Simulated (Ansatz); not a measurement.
## Phonons of MgSc (Pm-3m) against volume

Wanted: mode Grüneisen parameters of MgSc (Pm-3m).

Method: DFT PBEsol, scalar-relativistic, plane waves, PAW, in Ansatz 0.2.0.

### 1. The starting structure

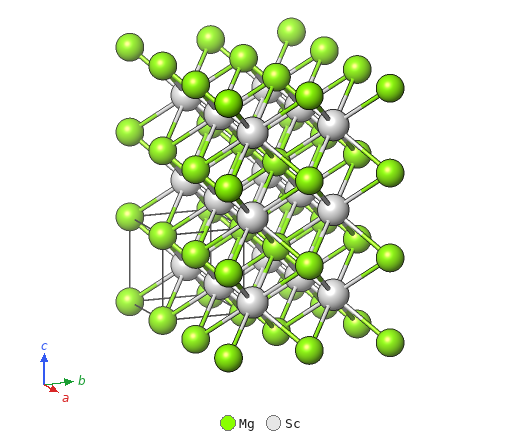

Start, viewed slightly off an axis; magnesium green, scandium white. 3×2×3 cells are drawn. Some periodic images of atoms are drawn too.

### 2. The dispersion

The cell comes from relaxations at this level that are not shown. Stability and thermal properties need the whole zone. Linear response on a 4×4×4 q mesh gives force constants as far as a supercell of that size would.

Contents of input.yaml:

```yaml
crystal:
  lattice:
    - [3.5628400337, 0.0, 0.0]
    - [0.0, 3.5628400337, 0.0]
    - [0.0, 0.0, 3.5628400337]
  atoms:
    - { symbol: Mg, position: [0.0, 0.0, 0.0] }
    - { symbol: Sc, position: [0.5, 0.5, 0.5] }
kpoints:
  mp_grid: { grid: [12, 12, 12] }
hamiltonian:
  xc: pbesol
scf:
  occupations: { method: methfessel_paxton, width: 0.15 }
output:
  eigenvalues: true
phonons:
  method: dfpt
  qmesh: [4, 4, 4]
  temperatures: { t_max: 1000, t_step: 50 }
  qpath:
    path:
      - [[0.0, 0.0, 0.0], [0.0, 0.5, 0.0], [0.5, 0.5, 0.0], [0.0, 0.0, 0.0], [0.5, 0.5, 0.5], [0.0, 0.5, 0.0]]
      - [[0.5, 0.5, 0.5], [0.5, 0.5, 0.0]]
    npoints: 10
```

On the command line:

```bash
$ ansatz run input.yaml --threads 4 --pin off --max-ram 7168MiB --backend cpu --events-out ev --progress --plain --runs-dir out
```

Numbers of over 12 decimals in the logs are rounded to 6 here.

What it wrote:

```text
Engine: ansatz 0.2.0, aarch64-unknown-linux-gnu
Pseudopotentials: kind: paw
Pseudopotential: Mg, paw, valence charge 10, recommended cutoff 420 eV (normal), Mg.paw.azcp
Pseudopotential: Sc, paw, valence charge 11, recommended cutoff 420 eV (normal), Sc.paw.azcp
Functional definition: PBEsol
  exchange = pbesol_x
  correlation = pbesol_c
Crystal: 2 atoms, lattice volume = 45.226 Å³
Basis set: ecut = 420 eV, 895 PW (Γ), exchange–correlation on 48×48×48 points (8 copies of the dense FFT grid, shifted against one another)
Bands: 15, of which v1, the nominal top of the filled ones, is band 11 counted from 1 (10 counted from 0)
Symmetry: 48 space group operations
k-points: 84 of 1728
Non-local potential: Mg, projectors of the file, l = 0: 3, l = 1: 2, l = 2: 1
Non-local potential: Sc, projectors of the file, l = 0: 3, l = 1: 2, l = 2: 3, l = 3: 1
PAW form: soft (Blöchl's): semilocal exchange-correlation on the pseudo side does not see the compensation charge
PAW frozen core: Mg, regenerated for the run's functional, and the local potential with it (the file was generated under x = pbe(κ = 0.804, μ = 0.219515), c = pbe(β = 0.066725))
PAW frozen core: Sc, regenerated for the run's functional, and the local potential with it (the file was generated under x = pbe(κ = 0.804, μ = 0.219515), c = pbe(β = 0.066725))
PAW one-centre angular grid: Mg, 110 points (default); XC on 64 Gauss nodes
PAW one-centre angular grid: Sc, 590 points (default); XC on 64 Gauss nodes
Initial density: superposition of atomic densities (neutral atoms: chi_scale 0, normalization atom), corrected by the library's trained network
Initial wavefunctions: pseudopotential atomic-orbital guess
Functional: x = pbesol(κ = 0.804, μ = 0.123457), c = pbesol(β = 0.046)
SCF iter   1: F=—  HF=-4023.486668 eV  |F-HF|=—  |Δ(HF+E_count)|=         —  Δρ=4.28e-3  dr2=9.03e-3  ethr=1.77e-3  ⟨swp⟩=4.9  Hψ=5499  notcnv=0
preconditioner: auto → none  [metal: Δε(μ)=0.039 eV  Ē_g=3.784 eV  σ=0.150 eV  W_gap=0.21  n_scr=6 (ndim 8)  ℏωp=12.3 eV  f_vac=0.000  D(μ)=2.68/eV (n_scr^D=26)  sad-step TF]
SCF iter   2: F=—  HF=-4023.483710 eV  |F-HF|=—  |Δ(HF+E_count)|=   2.96e-3  S|Δr|=    0.00e0  Δρ=2.59e-3  dr2=3.65e-3  ethr=4.30e-5  ⟨swp⟩=2.0  Hψ=2222  notcnv=0
SCF iter   3: F=—  HF=-4023.482686 eV  |F-HF|=—  |Δ(HF+E_count)|=   1.02e-3  S|Δr|=    0.00e0  Δρ=3.86e-4  dr2=3.74e-5  ethr=1.74e-5  ⟨swp⟩=2.9  Hψ=2215  notcnv=0
SCF iter   4: F=—  HF=-4023.482664 eV  |F-HF|=—  |Δ(HF+E_count)|=   2.23e-5  S|Δr|=    0.00e0  Δρ=1.38e-4  dr2=2.98e-6  ethr=1.78e-7  ⟨swp⟩=2.0  Hψ=2146  notcnv=0
SCF iter   5: F=—  HF=-4023.482659 eV  |F-HF|=—  |Δ(HF+E_count)|=   4.66e-6  S|Δr|=    0.00e0  Δρ=2.31e-5  dr2=3.23e-7  ethr=1.42e-8  ⟨swp⟩=2.0  Hψ=2109  notcnv=0
SCF iter   6: F=—  HF=-4023.482661 eV  |F-HF|=—  |Δ(HF+E_count)|=   1.99e-6  S|Δr|=    0.00e0  Δρ=6.73e-6  dr2=9.80e-9  ethr=1.54e-9  ⟨swp⟩=2.0  Hψ=1573  notcnv=0
SCF iter   7: F=—  HF=-4023.482661 eV  |F-HF|=—  |Δ(HF+E_count)|=   8.92e-9  S|Δr|=    0.00e0  Δρ=6.43e-7  dr2=1.67e-10  ethr=4.66e-11  ⟨swp⟩=2.0  Hψ=2134  notcnv=0
SCF iter   8: F=-4023.482661 eV  HF=-4023.482661 eV  |F-HF|=4.55e-13  |Δ(HF+E_count)|=  7.50e-11  S|Δr|=    0.00e0  Δρ=5.19e-8  dr2=5.61e-13  ethr=1.00e-12  ⟨swp⟩=6.0  Hψ=5117  notcnv=0
SCF 1 converged in 8 iterations: F = -4023.482661 eV  dr2 = 5.61e-13
  greatest PAW one-centre occupation: 1.000 electrons in one spin orbital (limit 2), on the Mg atom at site 0 (counted from 0), in its partial waves of l = 0
phonons: the bands overlap, so this run is a metal and interpolates without the dipole-dipole term. If the crystal is really an insulator or semiconductor, its LO-TO splitting is missing
NSCF: frozen V_eff on 84 k-points
NSCF: frozen V_eff on 196 k-points
DFPT response loops at q = (0, 0, 0) (fractional): preconditioner auto → Kerker (q_TF=auto, 2.401 Å⁻¹) (partly filled bands, converged f_vac=0.000); β = 1.00, the filter's whole step (`scf.mixing.beta` (0.50) is not read by the response loops under this deck's `scf.mixing.preconditioner`; to damp them name `kerker` or `kerker_dos`, under which they read `scf.mixing.beta`, and type it under 1.00, their step now; both keys bind the ground state too); Broyden in place of MSR1
NSCF: frozen V_eff on 1176 k-points
DFPT response loops at q = (0, 0, 0.25) (fractional): mixed as the last ones told, above
NSCF: frozen V_eff on 686 k-points
DFPT response loops at q = (0, 0, -0.5) (fractional): mixed as the last ones told, above
NSCF: frozen V_eff on 2016 k-points
DFPT response loops at q = (0, 0.25, 0.25) (fractional): mixed as the last ones told, above
NSCF: frozen V_eff on 1176 k-points
DFPT response loops at q = (0, 0.25, -0.5) (fractional): mixed as the last ones told, above
NSCF: frozen V_eff on 686 k-points
DFPT response loops at q = (0, -0.5, -0.5) (fractional): mixed as the last ones told, above
NSCF: frozen V_eff on 1872 k-points
DFPT response loops at q = (0.25, 0.25, 0.25) (fractional): mixed as the last ones told, above
NSCF: frozen V_eff on 2016 k-points
DFPT response loops at q = (0.25, 0.25, -0.5) (fractional): mixed as the last ones told, above
NSCF: frozen V_eff on 1176 k-points
DFPT response loops at q = (0.25, -0.5, -0.5) (fractional): mixed as the last ones told, above
NSCF: frozen V_eff on 392 k-points
DFPT response loops at q = (-0.5, -0.5, -0.5) (fractional): mixed as the last ones told, above
SCF converged after 8 iterations
Stability not checked: this state was not tested for a lower state beside it, because cold or Methfessel-Paxton smearing, or corrected tetrahedra, fill the levels in a way that the test cannot read (fill_not_monotonic; see scf.lower_state_search)
Free energy (F): -4023.482661 eV
Harris-Foulkes:  -4023.482661 eV  (|F-HF|=4.55e-13)
Internal energy: -4023.480587 eV  (E = F + TS)
E sigma→0 (E₀):  -4023.482143 eV
Entropy (-TS):   -0.002074 eV (-1.037 meV/atom)
Fermi energy:    7.756360 eV
--- Per-component energies (eV) ---
  E_band       = -512.802563
  E_kinetic    = 335.217935
  E_local      = -2421.196884  (includes V_loc(G=0)·N_el)
  E_nonlocal   = 180.495304
  E_hartree    = 849.591959
  E_xc         = -131.407904
  E_vxc        = -164.921705  (∫ρ·V_xc dr)
  E_paw        = -1212.711407  (= ΣΔE_a)
  E_vpaw       = -141.581110  (= ΣTr[D̂ρ^β])
  E_aug_tail   = 0.000011  (compensation charges beyond the density's cutoff)
  E_ewald      = -1623.657489
  E_core_change = 0.187887  (= ΣΔE_core)
  E_smearing   = -0.002074  (= −TS)
  E_closure    = -0.000000  (closes the sum)
  Σ components = -4023.482661   (vs F -4023.482661, Δ=0.00e0)
--- Band table (eV; the first three rows and the last of 84) ---
  k-point 0: bands = [... 7 lower, -20.4285, 1.7363, 7.6301, 7.6301, 10.2297, 10.2297, 10.2297, 13.0738]
  k-point 1: bands = [... 7 lower, -20.4280, 1.8268, 7.6031, 7.6660, 10.1143, 10.1143, 10.2387, 12.6206]
  k-point 2: bands = [... 7 lower, -20.4266, 2.0951, 7.4652, 7.7677, 9.8463, 9.8463, 10.2635, 11.8272]
  k-point 83: bands = [... 7 lower, -20.5007, 6.7814, 6.7814, 6.7814, 10.7963, 10.7963, 10.7963, 10.9907]
--- Phonons (Γ-DFPT): 2 representative perturbations + reference (Σ response iterations 6) ---
  ASR residual: 6.826e-5 → 0.000e0 eV/Å²; symmetrization residual: 2.737e-6 eV/Å²
  ASR residual per site (eV/Å²): 6.83e-5 5.18e-6
  Γ frequencies (cm⁻¹): 0.00 0.00 0.00 265.48 265.48 265.48
--- Phonons (arbitrary-q DFPT): 10 irreducible q on the 4×4×4 mesh ---
  q = [0.0000, 0.0000, 0.0000] (star 1, of the zone-centre solve; hermiticity 1.34e-6, symmetrization 1.23e-12): -0.00 -0.00 0.00 265.48 265.48 265.48
  q = [0.0000, 0.0000, 0.2500] (star 6, 4 solved perturbations in 1848 linear systems a pass and spin channel, the states on 588 of 1728 k-point pairs; hermiticity 1.05e-6, symmetrization 6.13e-13): 100.71 100.71 100.87 241.98 249.88 249.88
  q = [0.0000, 0.0000, -0.5000] (star 3, 4 solved perturbations in 1078 linear systems a pass and spin channel, the states on 343 of 1728 k-point pairs; hermiticity 1.56e-8, symmetrization 2.76e-9): 132.68 163.68 163.68 207.72 222.79 222.79
  q = [0.0000, 0.2500, 0.2500] (star 12, 4 solved perturbations in 3108 linear systems a pass and spin channel, the states on 1008 of 1728 k-point pairs; hermiticity 1.23e-6, symmetrization 1.27e-13): 51.38 124.58 153.02 216.24 239.98 261.58
  q = [0.0000, 0.2500, -0.5000] (star 12, 6 solved perturbations on 588 of 1728 k-point pairs; hermiticity 7.17e-7, symmetrization 3.02e-8): 92.60 104.40 149.61 229.07 236.70 239.42
  q = [0.0000, -0.5000, -0.5000] (star 3, 4 solved perturbations in 1078 linear systems a pass and spin channel, the states on 343 of 1728 k-point pairs; hermiticity 9.25e-8, symmetrization 1.45e-11): 67.81 67.81 133.95 234.29 251.09 251.09
  q = [0.2500, 0.2500, 0.2500] (star 8, 2 solved perturbations on 936 of 1728 k-point pairs; hermiticity 6.69e-7, symmetrization 6.85e-13): 117.56 117.56 124.75 228.49 249.39 249.39
  q = [0.2500, 0.2500, -0.5000] (star 12, 4 solved perturbations in 3108 linear systems a pass and spin channel, the states on 1008 of 1728 k-point pairs; hermiticity 7.31e-7, symmetrization 7.32e-8): 98.20 115.43 171.16 224.10 236.69 244.77
  q = [0.2500, -0.5000, -0.5000] (star 6, 4 solved perturbations in 1848 linear systems a pass and spin channel, the states on 588 of 1728 k-point pairs; hermiticity 2.39e-7, symmetrization 1.55e-9): 126.48 126.48 169.73 228.23 240.12 240.12
  q = [-0.5000, -0.5000, -0.5000] (star 1, 2 solved perturbations on 196 of 1728 k-point pairs; hermiticity 9.70e-10, symmetrization 4.85e-10): 175.42 175.42 175.42 215.67 215.67 215.67
  sum rule: each row above includes the acoustic sum rule's correction from the zone centre's row sums; it moved no ω² by more than (0.87 cm⁻¹)²
  mesh force constants: q→R imaginary residual 3.04e-18; ASR residual 6.826e-5 → 0.000e0 eV/Å²; symmetrization residual 6.217e-15 eV/Å²
  interpolated dispersion: 62 rows × 6 modes
  density of states and harmonic sums: on the 20×20×20 q-mesh, interpolated from the force constants of a 4×4×4 supercell (no non-analytic term)
  largest difference from the sums on the solved wave vectors: F 1.18e-2 eV, S 1.58e-5 and C_V 4.01e-6 eV/K
  zero-point energy: 0.066291 eV/cell   skipped modes (ω ≤ 0): 3   left out of the sums: 6.25e-5 of the cell's modes: C_V's classical limit lies that fraction below 3 k_B per atom; for a crystal, a wire or a layer, F and S can be off by more, and a phonons.interpolated_qmesh denser along its periods is the remedy for the sampling
```

It took 6.7 min on 4 threads of Arm Neoverse N1, shared host; peak memory 1.7 GiB.

The column dr2 measures how far the density is from self-consistency, as an energy; F and HF (Harris–Foulkes) agree once it is small.

This step gave:

- volume per atom: 22.61 Å³
- gap on the k-mesh: 0 eV
- sum-rule residual before enforcement: 6.83e-5 eV/Å²
- lowest frequency on the path: 0 cm⁻¹
- point group: m-3m
- highest frequency on the path or at a solved wavevector: 265.9 cm⁻¹
- mean frequency: 178.2 cm⁻¹
- Debye temperature (second moment): 352 K
- logarithmic mean frequency: 164 cm⁻¹
- highest optical mode at the zone centre (no LO-TO term): 265.5 cm⁻¹
- lowest optical zone-centre mode: 265.5 cm⁻¹
- lowest mode on the q mesh (acoustic modes at Γ apart): 51.38 cm⁻¹
- zero-point energy per atom: 33.15 meV
- heat capacity at 300 K: 23.32 J/(mol atoms K)
- vibrational entropy at 300 K: 31.78 J/(mol atoms K)
- edges of the widest gap between branches, on path and mesh: 178.5, 207.7 cm⁻¹

Frequencies (cm⁻¹) solved at each irreducible wavevector; negative means imaginary. Frequencies by wavevector, by row:

| q in reciprocal lattice units | star | mode 1 | mode 2 | mode 3 | mode 4 | mode 5 | mode 6 |
| --- | --- | --- | --- | --- | --- | --- | --- |
| 0 0 0 | 1 | 0 | 0 | 0 | 265.5 | 265.5 | 265.5 |
| 0 0 0.25 | 6 | 100.7 | 100.7 | 100.9 | 242 | 249.9 | 249.9 |
| 0 0 -0.5 | 3 | 132.7 | 163.7 | 163.7 | 207.7 | 222.8 | 222.8 |
| 0 0.25 0.25 | 12 | 51.4 | 124.6 | 153 | 216.2 | 240 | 261.6 |
| 0 0.25 -0.5 | 12 | 92.6 | 104.4 | 149.6 | 229.1 | 236.7 | 239.4 |
| 0 -0.5 -0.5 | 3 | 67.8 | 67.8 | 133.9 | 234.3 | 251.1 | 251.1 |
| 0.25 0.25 0.25 | 8 | 117.6 | 117.6 | 124.8 | 228.5 | 249.4 | 249.4 |
| 0.25 0.25 -0.5 | 12 | 98.2 | 115.4 | 171.2 | 224.1 | 236.7 | 244.8 |
| 0.25 -0.5 -0.5 | 6 | 126.5 | 126.5 | 169.7 | 228.2 | 240.1 | 240.1 |
| -0.5 -0.5 -0.5 | 1 | 175.4 | 175.4 | 175.4 | 215.7 | 215.7 | 215.7 |

Symmetry leaves 10 wavevectors to solve. The lowest mode among them, the acoustic zeros apart, lies at q = (0, 0.25, 0.25) and is real, 51.4 cm⁻¹.

### 3. Relaxing at another volume, volume ratio 0.97

The volume is scaled by 0.97 and held; symmetry leaves nothing to relax, so this is a single point. The modes can then be followed against volume.

input.yaml, the sections that differ from step 2:

```yaml
crystal:
  lattice:
    - [3.5268492899, 0.0, 0.0]
    - [0.0, 3.5268492899, 0.0]
    - [0.0, 0.0, 3.5268492899]
  atoms:
    - { symbol: Mg, position: [0.0, 0.0, 0.0] }
    - { symbol: Sc, position: [0.5, 0.5, 0.5] }
output:
  forces: true
  stress: true
  eigenvalues: true
# kpoints, hamiltonian, scf: as in step 2
# phonons: removed
```

What it wrote:

```text
[...]
Crystal: 2 atoms, lattice volume = 43.869 Å³
Basis set: ecut = 420 eV, 847 PW (Γ), exchange–correlation on 48×48×48 points (8 copies of the dense FFT grid, shifted against one another)
Bands: 15, of which v1, the nominal top of the filled ones, is band 11 counted from 1 (10 counted from 0)
Symmetry: 48 space group operations
[...]
k-points: 84 of 1728
[...]
--- Band table (eV; the first three rows and the last of 84) ---
  k-point 0: bands = [... 7 lower, -20.0359, 1.9554, 7.9121, 7.9121, 10.6277, 10.6277, 10.6277, 13.5302]
  k-point 1: bands = [... 7 lower, -20.0353, 2.0481, 7.8864, 7.9496, 10.5071, 10.5071, 10.6372, 13.0751]
  k-point 2: bands = [... 7 lower, -20.0337, 2.3229, 7.7522, 8.0555, 10.2274, 10.2274, 10.6633, 12.2757]
  k-point 83: bands = [... 7 lower, -20.1167, 7.0501, 7.0501, 7.0501, 11.1946, 11.1946, 11.1946, 11.4238]
[key lines of the parts left out:]
SCF converged after 6 iterations
Free energy (F): -4023.475775 eV
Fermi energy:    8.057346 eV
P = ⅓ Tr σ = 1.6650 GPa (16.650 kbar)
```

Wall time 1.2 s (4 threads); peak memory 0.35 GiB; 4.1 s of CPU time.

Numbers from this step:

```
pressure        : 1.665 GPa
volume per atom : 21.93 Å³
```

The run ends at a pressure of 1.66 GPa.

### 4. Phonons at the other volume, volume ratio 0.97

The phonons are repeated at this volume on the same k and q meshes.

input.yaml, the sections that differ from step 3:

```yaml
output:
  eigenvalues: true
phonons:
  method: dfpt
  qmesh: [4, 4, 4]
  temperatures: { t_max: 1000, t_step: 50 }
  qpath:
    path:
      - [[0.0, 0.0, 0.0], [0.0, 0.5, 0.0], [0.5, 0.5, 0.0], [0.0, 0.0, 0.0], [0.5, 0.5, 0.5], [0.0, 0.5, 0.0]]
      - [[0.5, 0.5, 0.5], [0.5, 0.5, 0.0]]
    npoints: 10
# crystal, kpoints, hamiltonian, scf: as in step 3
```

What it wrote:

```text
[...]
Crystal: 2 atoms, lattice volume = 43.869 Å³
Basis set: ecut = 420 eV, 847 PW (Γ), exchange–correlation on 48×48×48 points (8 copies of the dense FFT grid, shifted against one another)
Bands: 15, of which v1, the nominal top of the filled ones, is band 11 counted from 1 (10 counted from 0)
Symmetry: 48 space group operations
k-points: 84 of 1728
[...]
SCF iter   1: F=—  HF=-4023.479853 eV  |F-HF|=—  |Δ(HF+E_count)|=         —  Δρ=4.46e-3  dr2=9.18e-3  ethr=1.77e-3  ⟨swp⟩=5.0  Hψ=5510  notcnv=0
[...]
SCF iter   8: F=-4023.475775 eV  HF=-4023.475775 eV  |F-HF|=2.27e-12  |Δ(HF+E_count)|=  8.55e-11  S|Δr|=    0.00e0  Δρ=5.85e-8  dr2=8.82e-13  ethr=1.00e-12  ⟨swp⟩=6.0  Hψ=5031  notcnv=0
SCF 1 converged in 8 iterations: F = -4023.475775 eV  dr2 = 8.82e-13
[...]
NSCF: frozen V_eff on 84 k-points
[...]
SCF converged after 8 iterations
[...]
Free energy (F): -4023.475775 eV
[...]
Internal energy: -4023.473787 eV  (E = F + TS)
E sigma→0 (E₀):  -4023.475278 eV
Entropy (-TS):   -0.001988 eV (-0.994 meV/atom)
Fermi energy:    8.057318 eV
[...]
--- Band table (eV; the first three rows and the last of 84) ---
  k-point 0: bands = [... 7 lower, -20.0359, 1.9554, 7.9121, 7.9121, 10.6277, 10.6277, 10.6277, 13.5302]
  k-point 1: bands = [... 7 lower, -20.0353, 2.0481, 7.8864, 7.9495, 10.5070, 10.5070, 10.6372, 13.0751]
  k-point 2: bands = [... 7 lower, -20.0338, 2.3229, 7.7522, 8.0555, 10.2274, 10.2274, 10.6632, 12.2757]
  k-point 83: bands = [... 7 lower, -20.1168, 7.0501, 7.0501, 7.0501, 11.1946, 11.1946, 11.1946, 11.4237]
[...]
ASR residual: 6.407e-5 → 0.000e0 eV/Å²; symmetrization residual: 2.999e-6 eV/Å²
  ASR residual per site (eV/Å²): 6.41e-5 3.02e-5
  Γ frequencies (cm⁻¹): 0.00 0.00 0.00 276.22 276.22 276.22
--- Phonons (arbitrary-q DFPT): 10 irreducible q on the 4×4×4 mesh ---
[...]
interpolated dispersion: 62 rows × 6 modes
[...]
```

Wall time 6.3 min (4 threads); peak memory 1.7 GiB.

This step gave:

```
sum-rule residual before enforcement                       : 6.41e-5 eV/Å²
highest frequency on the path or at a solved wavevector    : 276.7 cm⁻¹
mean frequency                                             : 185.3 cm⁻¹
Debye temperature (second moment)                          : 366 K
logarithmic mean frequency                                 : 170.3 cm⁻¹
highest optical mode at the zone centre (no LO-TO term)    : 276.2 cm⁻¹
lowest optical zone-centre mode                            : 276.2 cm⁻¹
lowest mode on the q mesh (acoustic modes at Γ apart)      : 52.96 cm⁻¹
zero-point energy per atom                                 : 34.46 meV
heat capacity at 300 K                                     : 23.19 J/(mol atoms K)
vibrational entropy at 300 K                               : 30.90 J/(mol atoms K)
edges of the widest gap between branches, on path and mesh : 188.1, 216.3 cm⁻¹
```

Frequencies (cm⁻¹) solved at each irreducible wavevector; negative means imaginary. Frequencies by wavevector, by row:

| q in reciprocal lattice units | star | mode 1 | mode 2 | mode 3 | mode 4 | mode 5 | mode 6 |
| --- | --- | --- | --- | --- | --- | --- | --- |
| 0 0 0 | 1 | 0 | 0 | 0 | 276.2 | 276.2 | 276.2 |
| 0 0 0.25 | 6 | 103.5 | 103.5 | 105.7 | 251.7 | 259.6 | 259.6 |
| 0 0 -0.5 | 3 | 139.5 | 168.9 | 168.9 | 216.3 | 230.7 | 230.7 |
| 0 0.25 0.25 | 12 | 53 | 127.5 | 159.4 | 224.7 | 248.9 | 272.7 |
| 0 0.25 -0.5 | 12 | 96.7 | 107.7 | 153.7 | 237 | 247.4 | 250 |
| 0 -0.5 -0.5 | 3 | 70.5 | 70.5 | 136.7 | 242.3 | 263.3 | 263.3 |
| 0.25 0.25 0.25 | 8 | 122.3 | 122.3 | 128.1 | 237.6 | 259.8 | 259.8 |
| 0.25 0.25 -0.5 | 12 | 100.5 | 120.7 | 178.7 | 232.7 | 247.1 | 255.4 |
| 0.25 -0.5 -0.5 | 6 | 132.8 | 132.8 | 176.6 | 236.5 | 251.5 | 251.5 |
| -0.5 -0.5 -0.5 | 1 | 185.6 | 185.6 | 185.6 | 225.1 | 225.1 | 225.1 |

The highest optical mode at the zone centre (no LO-TO term) is 276.2 cm⁻¹, +10.7 cm⁻¹ against the base run.

(Part 1 of 2 ends here.)

[Logs are printed without paths, hosts, clocks, repeated set-up lines and the standing remarks that a program may print on its own settings, such as how far it seeks lower states.]

[Hosts, paths, dates, database ids (printed as entryN), source tags and the programs' standing remarks are cut or masked in the printed files.]
